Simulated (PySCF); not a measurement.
**C4H8NSi3 (doublet): density, localisation and related maps**

The calculation's input:

```
{"job": {"kind": "epr", "basis": "pcH-1"}, "charge": 0, "multiplicity": 2}
C      2.342915     1.661940     1.464378
C      2.106809     0.631749     0.890597
Si     1.673879    -0.945417     0.024276
Si    -0.618684    -1.225858     0.230050
C     -1.232578    -2.197851    -1.244371
N     -1.572368    -2.807855    -2.154680
C     -1.603148     0.402773     0.124523
Si    -1.177630     1.346335    -1.471832
H      2.564118     2.562175     1.962858
H      2.136394    -0.811534    -1.362684
H      2.450525    -2.005896     0.680779
H     -1.045865    -2.037496     1.388096
H     -1.386866     1.025954     0.994657
H     -2.672447     0.191797     0.149774
H      0.190397     1.856767    -1.443537
H     -2.163048     2.361361    -1.831905
```

Run with:

```sh
OMP_NUM_THREADS=1 python probes_run.py task.json out
```

Geometry: GFN2-xTB.

Theory: UKS B3LYP, pcH-1 on C H N Si, non-relativistic, mean-field spin-orbit, GIAO in PySCF.

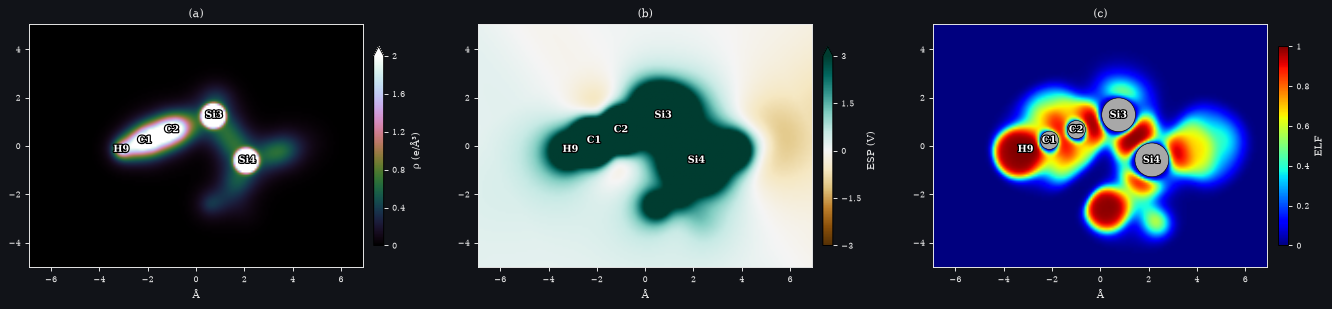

Figure 1. (a) electron density; (b) molecular electrostatic potential; (c) electron localisation function on the plane of atoms C2, Si3 and Si4. Grey discs cover the atomic cores in the ELF map.

Read the bonding off the picture.

The section cuts through C, Si and H sites. C–C (1.20 Å): the density is about 2.7 e/Å³ at the midpoint; the ELF peaks at about 0.85 between the atoms (a multiple bond). C–Si (1.85 Å): the density is about 0.85 e/Å³ at the midpoint; the ELF peaks at about 0.95 between the atoms, as expected for a covalent bond. Si–Si (2.32 Å): the density is about 0.67 e/Å³ at the midpoint; the ELF peaks at about 1 between the atoms; a shared electron pair. C–H (1.05 Å): ρ at the midpoint is about 2.1 e/Å³; the ELF climbs to about 1 towards the hydrogen, as it does in any bond to H (an ordinary covalent bond to hydrogen). Outside the dense part of the molecule the potential is most negative (−1.1 V) near N6, which lies off the plane.

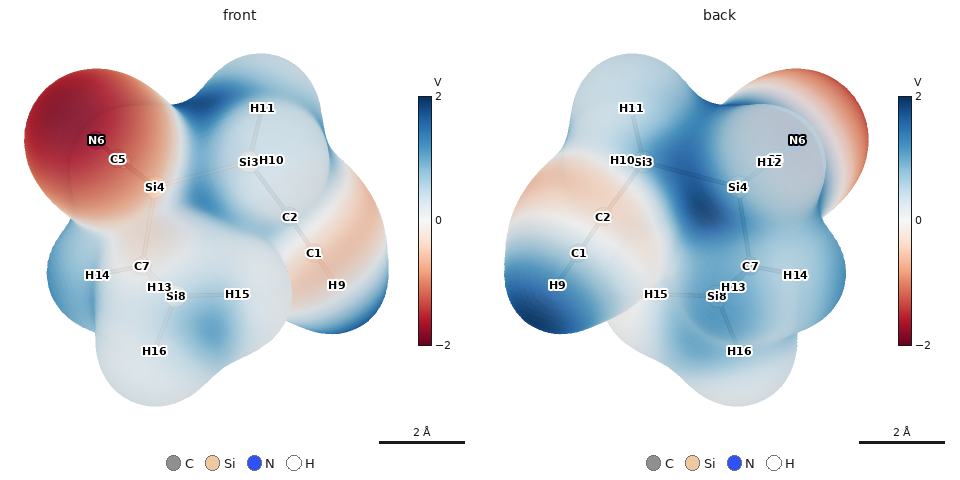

Figure 2. The electrostatic potential painted on the density surface at 0.002 e/bohr³, seen from the front and from behind; red is negative and blue positive.

Where is the surface potential most negative and most positive?

The most negative region (about −1.8 V, or −42 kcal/mol for a unit charge) lies over N6, the most positive (about +1.9 V, or +44 kcal/mol for a unit charge) over Si4 and H9. N6 is the likeliest acceptor of a hydrogen bond.
